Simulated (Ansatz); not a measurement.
**Run report: CH₅BO, geometry relaxation (part 1 of 2)**

The run: geometry relaxation of CH₅BO. Method and program: RKS B3LYP-D4/def2-SVP (Ansatz 0.2.0).

It belongs to a series of runs on one base structure; here: start relaxed.

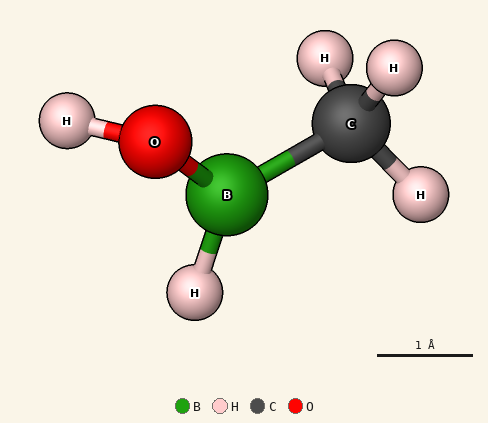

*The input geometry (ball-and-stick view, seen at a tilt).*

Bond lengths as drawn: B–C 1.60 Å, B–H 1.19 Å, B–O 1.41 Å, C–H 1.11 Å and H–O 1.01 Å.

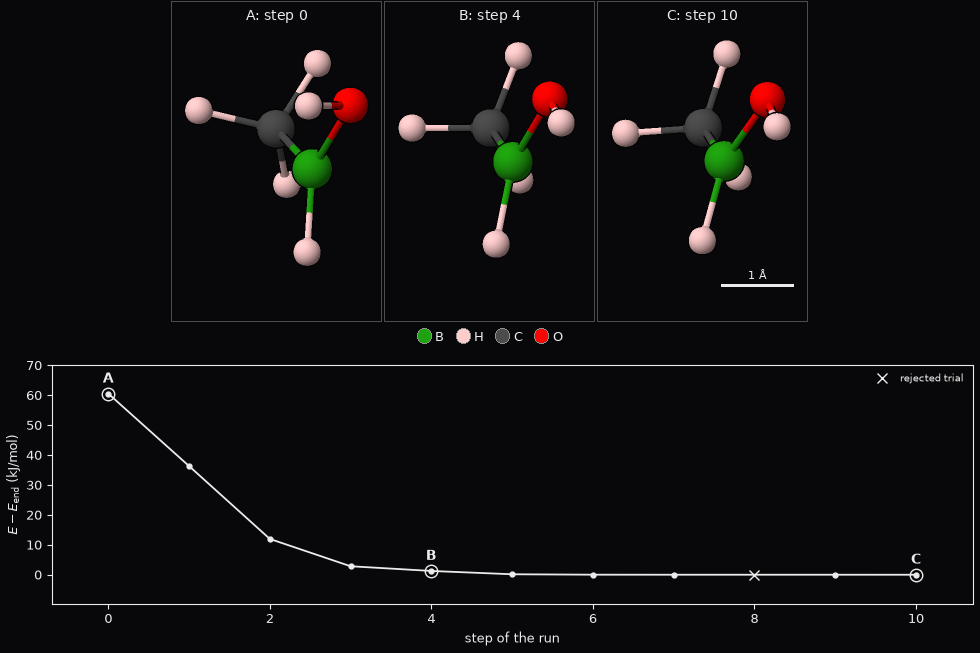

*Frames of the relaxation (ball-and-stick view, seen at an oblique angle) above the curves, on which the letters mark them (the first geometry is step 0 here and step 1 in the log).*

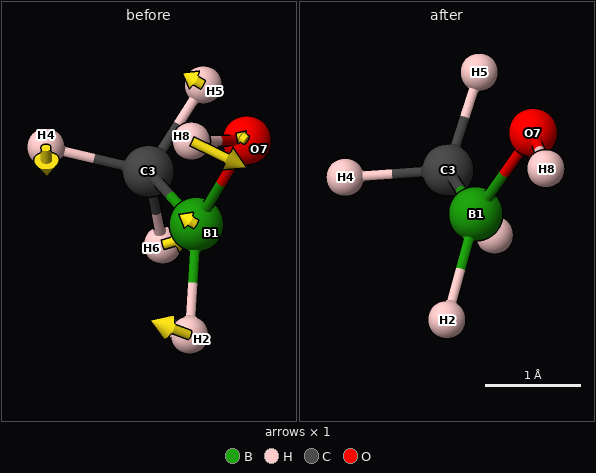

*Before (left) and after (right) the relaxation, at one scale (ball-and-stick view, seen at an oblique angle). The yellow arrows give the displacements, at true length.*

The atom that moves furthest after the best rigid fit is H8 (0.66 Å). By element the largest moves are H 0.66 Å, B 0.23 Å, O 0.15 Å, C 0.02 Å. Among the contacts that change: B1–O7 1.410 → 1.356 Å, O7–H8 1.010 → 0.965 Å, B1–C3 1.600 → 1.567 Å, B1–H2 1.190 → 1.218 Å. Among the angles that change: H4–C3–H6 109.4° → 105.4°, B1–C3–H5 109.5° → 113.5°, B1–O7–H8 109.5° → 113.2°. After 10 geometry steps the energy has fallen by 60.5 kJ/mol. Largest force component: 2.1 eV/Å at the start, 0.0046 eV/Å at the end. The line search rejected the trial step at point 8 (counted from 0) and went back. (Atoms are counted from 1 in the order of the input.)

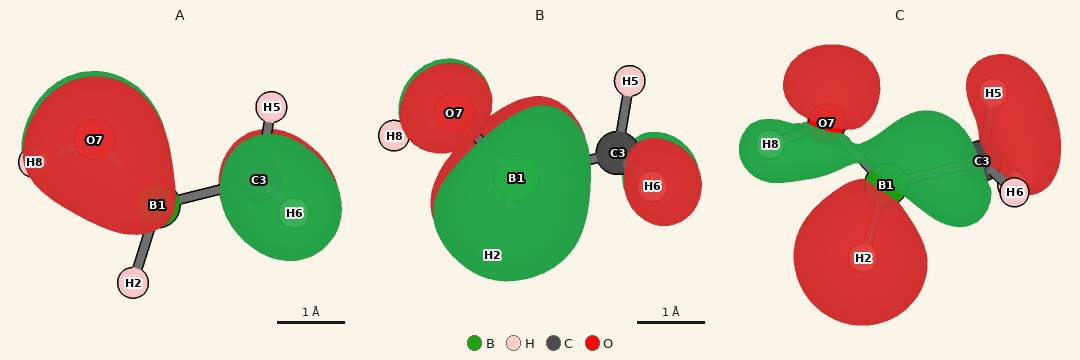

*Three frontier orbitals at ±0.1 Å⁻³ᐟ² (green and red are the two phases).*

A is the HOMO−1 (−9.68 eV). C is the HOMO (−8.19 eV). Its weight (Hirshfeld) is mainly on B1 (25 %), H2 (25 %), C3 (20 %) and O7 (20 %). B is the LUMO (0.22 eV). Its weight (Hirshfeld) is mainly on B1 (55 %), O7 (15 %) and C3 (10 %). The HOMO–LUMO gap is 8.41 eV between the orbital energies.

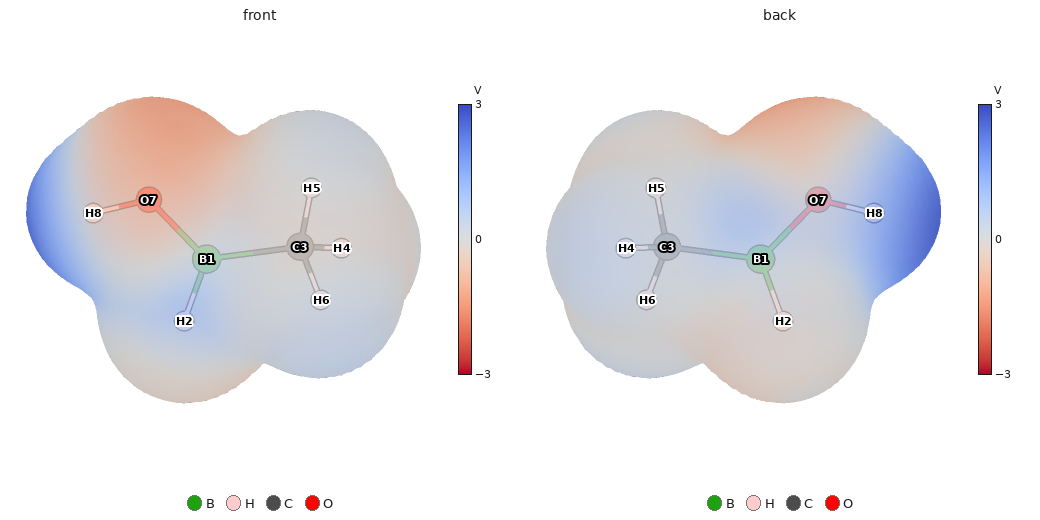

*The electrostatic potential painted on the density surface at 0.002 e/bohr³, seen at a tilt and from behind; red is negative and blue positive.*

A positive charge is drawn to the negative regions and a negative charge to the positive ones.

These pictures come from the run below.

Input
```yaml
crystal:
  periodic: [false, false, false]
  atoms:
    - { symbol: B, position_ang: [0.0, 0.0, 0.0] }
    - { symbol: H, position_ang: [0.0, 0.0, 1.19] }
    - { symbol: C, position_ang: [1.3856, 0.0, -0.8] }
    - { symbol: H, position_ang: [1.7152, -1.0462, -0.9702] }
    - { symbol: H, position_ang: [1.2491, 0.508, -1.7774] }
    - { symbol: H, position_ang: [2.1552, 0.5381, -0.2082] }
    - { symbol: O, position_ang: [-1.2211, 0.0, -0.705] }
    - { symbol: H, position_ang: [-1.7308, -0.8467, -0.4965] }
basis:
  gaussian: { orbitals: def2-SVP }
hamiltonian:
  xc: b3lyp
  dispersion: d4
relax:
  f_tol: 0.02
  max_steps: 40
output:
  orbitals: {}
```

Launch command:
```bash
ansatz run input.yaml --threads 1 --pin off --max-ram 2048MiB --backend cpu --events-out ev --progress --plain --runs-dir out
```

Output
```
The last accepted step is kept in [file] (removed where the run ends without a failure and the disk answers)
Engine: ansatz 0.2.0, aarch64-unknown-linux-gnu
Functional definition: B3LYP
  parameter a0 = 0.2
  parameter ax = 0.72
  parameter ac = 0.81
  exchange = (1 - a0 - ax)*slater_x + ax*b88_x + a0*exact_x
  correlation = (1 - ac)*vwn_rpa_c + ac*lyp_c
742 factors; integrals over basis functions are off by at most 4.6e-4 eV
mean field evaluation 1: about -3832.8660 eV, gradient 5.8e1 eV
mean field evaluation 2: about -3825.2995 eV, gradient 8.4e1 eV
mean field evaluation 4: about -3840.0314 eV, gradient 3.0e0 eV
mean field evaluation 8: about -3840.0508 eV, gradient 1.7e-2 eV
mean field -3840.05079760 eV, -141.1192639321 hartree, gradient 1.6e-5 eV, S^2 0.000000; 0 other end points of the search recorded, 0 dependent functions left out
the calculation of the forces begins
reference -3840.05100177 eV, -141.1192714351 hartree; 12, 12 occupied and 55, 55 virtual orbitals, 742 factors
relax step   1: F+E_penalty+E_count = -3840.18707857 eV  Δ(F+E_penalty+E_count) = +0.000e0 eV  max|allowed force component| = 2.058e0 eV/Å  Δτ_max = 0.0000 Å  (23 SCF iters, accepted)
these checks for a lower state are left out or cut short: starts, cluster_reference, orbital_swaps, neighbouring_geometries, increment
742 factors; integrals over basis functions are off by at most 4.9e-4 eV
mean field evaluation 16: about -3840.3003 eV, gradient 5.8e-1 eV
mean field -3840.30110765 eV, -141.1284626565 hartree, gradient 3.2e-5 eV, S^2 0.000000; 0 other end points of the search recorded, 0 dependent functions left out
the calculation of the forces begins
reference -3840.30131326 eV, -141.1284702127 hartree; 12, 12 occupied and 55, 55 virtual orbitals, 742 factors
relax step   2: F+E_penalty+E_count = -3840.43796390 eV  Δ(F+E_penalty+E_count) = -2.509e-1 eV  max|allowed force component| = 2.366e0 eV/Å  Δτ_max = 0.1987 Å  (29 SCF iters, accepted)
these checks for a lower state are left out or cut short: starts, cluster_reference, orbital_swaps, neighbouring_geometries, increment
742 factors; integrals over basis functions are off by at most 4.4e-4 eV
mean field -3840.55310235 eV, -141.1377232909 hartree, gradient 9.6e-6 eV, S^2 0.000000; 0 other end points of the search recorded, 0 dependent functions left out
the calculation of the forces begins
reference -3840.55330221 eV, -141.1377306357 hartree; 12, 12 occupied and 55, 55 virtual orbitals, 742 factors
relax step   3: F+E_penalty+E_count = -3840.69029788 eV  Δ(F+E_penalty+E_count) = -2.523e-1 eV  max|allowed force component| = 1.249e0 eV/Å  Δτ_max = 0.1998 Å  (27 SCF iters, accepted)
these checks for a lower state are left out or cut short: starts, cluster_reference, orbital_swaps, neighbouring_geometries, increment
742 factors; integrals over basis functions are off by at most 4.9e-4 eV
mean field evaluation 32: about -3840.6481 eV, gradient 1.0e-3 eV
mean field -3840.64814583 eV, -141.1412160744 hartree, gradient 2.6e-5 eV, S^2 0.000000; 0 other end points of the search recorded, 0 dependent functions left out
the calculation of the forces begins
reference -3840.64834579 eV, -141.1412234229 hartree; 12, 12 occupied and 55, 55 virtual orbitals, 742 factors
relax step   4: F+E_penalty+E_count = -3840.78492103 eV  Δ(F+E_penalty+E_count) = -9.462e-2 eV  max|allowed force component| = 8.015e-1 eV/Å  Δτ_max = 0.1630 Å  (25 SCF iters, accepted)
these checks for a lower state are left out or cut short: starts, cluster_reference, orbital_swaps, neighbouring_geometries, increment
742 factors; integrals over basis functions are off by at most 5.0e-4 eV
mean field -3840.66460190 eV, -141.1418208239 hartree, gradient 1.2e-5 eV, S^2 0.000000; 0 other end points of the search recorded, 0 dependent functions left out
the calculation of the forces begins
reference -3840.66480176 eV, -141.1418281686 hartree; 12, 12 occupied and 55, 55 virtual orbitals, 742 factors
relax step   5: F+E_penalty+E_count = -3840.80122242 eV  Δ(F+E_penalty+E_count) = -1.630e-2 eV  max|allowed force component| = 3.912e-1 eV/Å  Δτ_max = 0.1998 Å  (27 SCF iters, accepted)
these checks for a lower state are left out or cut short: starts, cluster_reference, orbital_swaps, neighbouring_geometries, increment
742 factors; integrals over basis functions are off by at most 4.6e-4 eV
mean field -3840.67575430 eV, -141.1422306669 hartree, gradient 5.2e-5 eV, S^2 0.000000; 0 other end points of the search recorded, 0 dependent functions left out
the calculation of the forces begins
reference -3840.67595404 eV, -141.1422380073 hartree; 12, 12 occupied and 55, 55 virtual orbitals, 742 factors
relax step   6: F+E_penalty+E_count = -3840.81268330 eV  Δ(F+E_penalty+E_count) = -1.146e-2 eV  max|allowed force component| = 1.344e-1 eV/Å  Δτ_max = 0.0587 Å  (23 SCF iters, accepted)
these checks for a lower state are left out or cut short: starts, cluster_reference, orbital_swaps, neighbouring_geometries, increment
742 factors; integrals over basis functions are off by at most 4.6e-4 eV
mean field -3840.67735702 eV, -141.1422895659 hartree, gradient 3.7e-5 eV, S^2 0.000000; 0 other end points of the search recorded, 0 dependent functions left out
the calculation of the forces begins
reference -3840.67755741 eV, -141.1422969303 hartree; 12, 12 occupied and 55, 55 virtual orbitals, 742 factors
relax step   7: F+E_penalty+E_count = -3840.81413594 eV  Δ(F+E_penalty+E_count) = -1.453e-3 eV  max|allowed force component| = 3.580e-2 eV/Å  Δτ_max = 0.0255 Å  (22 SCF iters, accepted)
these checks for a lower state are left out or cut short: starts, cluster_reference, orbital_swaps, neighbouring_geometries, increment
742 factors; integrals over basis functions are off by at most 4.6e-4 eV
mean field -3840.67749662 eV, -141.1422946960 hartree, gradient 3.6e-5 eV, S^2 0.000000; 0 other end points of the search recorded, 0 dependent functions left out
the calculation of the forces begins
reference -3840.67769715 eV, -141.1423020655 hartree; 12, 12 occupied and 55, 55 virtual orbitals, 742 factors
relax step   8: F+E_penalty+E_count = -3840.81427199 eV  Δ(F+E_penalty+E_count) = -1.361e-4 eV  max|allowed force component| = 5.256e-3 eV/Å  Δτ_max = 0.0145 Å  (22 SCF iters, accepted)
these checks for a lower state are left out or cut short: starts, cluster_reference, orbital_swaps, neighbouring_geometries, increment
742 factors; integrals over basis functions are off by at most 4.5e-4 eV
mean field -3840.67750275 eV, -141.1422949212 hartree, gradient 3.7e-5 eV, S^2 0.000000; 0 other end points of the search recorded, 0 dependent functions left out
the calculation of the forces begins
reference -3840.67770341 eV, -141.1423022954 hartree; 12, 12 occupied and 55, 55 virtual orbitals, 742 factors
```
